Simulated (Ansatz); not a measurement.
The starting structures come from a database of crystals and need not be the phases stable at ambient conditions.

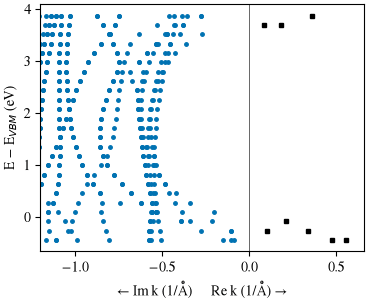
Figure. Complex bands at the centre of the two-dimensional zone; PBEsol run with Ansatz (an electronic-structure program)

The gap is the functional's own. No spin-orbit coupling. Mid-gap values are interpolated on the energy grid.

Problem. This is CsAl(MoO$_{4}$)$_{2}$ (P-3m1, not sure to be the ambient phase, 12 atoms a cell, 19.0 Å³ an atom, -5 GPa at this level) along the normal of (100). Read off the slowest decay at the centre of the two-dimensional zone at 1.89 eV, the computed energy nearest the middle of the gap.

Solution. κ ≈ 0.53 1/Å, a decay length 1/(2κ) of the density of 0.94 Å.
